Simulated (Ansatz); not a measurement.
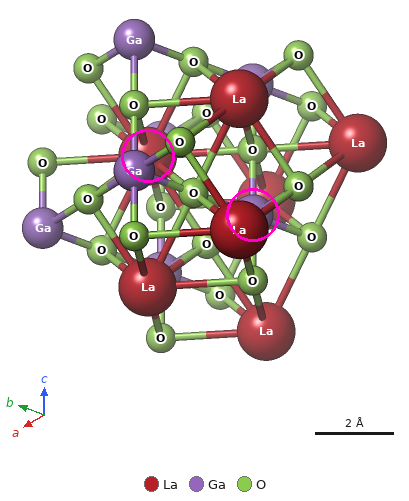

Perfect LaGaO3. The picture is a ball-and-stick view of the atoms within 4.9 Å of one point, seen from a free direction.

Theory: DFT, PBEsol, PAW, plane waves in Ansatz. Settings: plane-wave cutoff 420 eV; k-point mesh 1 × 1 × 1; mesh shifted by (0.25, 0.25, 0.25); collinear spin. Fermi-Dirac smearing of 0.01 eV. The axes drawn are those of the host's conventional cell.

A lanthanum atom is replaced by zinc and a gallium atom is replaced by lanthanum, the two sites 3.3 Å apart at the ringed places, in charge state 0. The supercell has 40 sites, and the atoms are relaxed at the host's cell.

Q: Predict the relaxed surroundings of the defect.

A: In the host the La atom has 12 O at 2.73 Å; the Zn atom ends with 4 O at 1.94 to 2.15 Å. In the host the Ga atom has 6 O at 1.93 Å; the La atom ends with 6 O at 2.17 to 2.44 Å. Of the host's atoms, an oxygen atom moves furthest from its site, by 0.98 Å. The Zn atom itself moves 0.60 Å from where it was put. The La atom itself moves 0.56 Å from where it was put. The cell's net moment is 1.00 μB.

The relaxed defect, seen from the same direction:

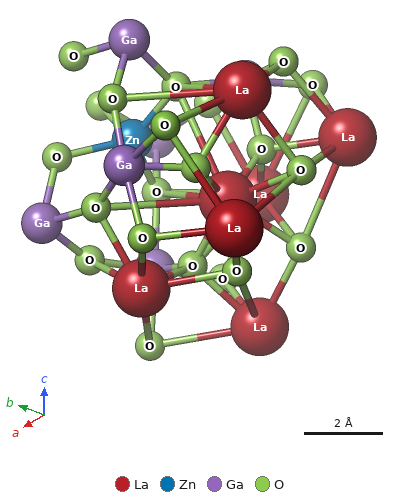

Limits of the set-up: the periodic images lie only 7.7 Å apart, so the values are limited by the cell's size.
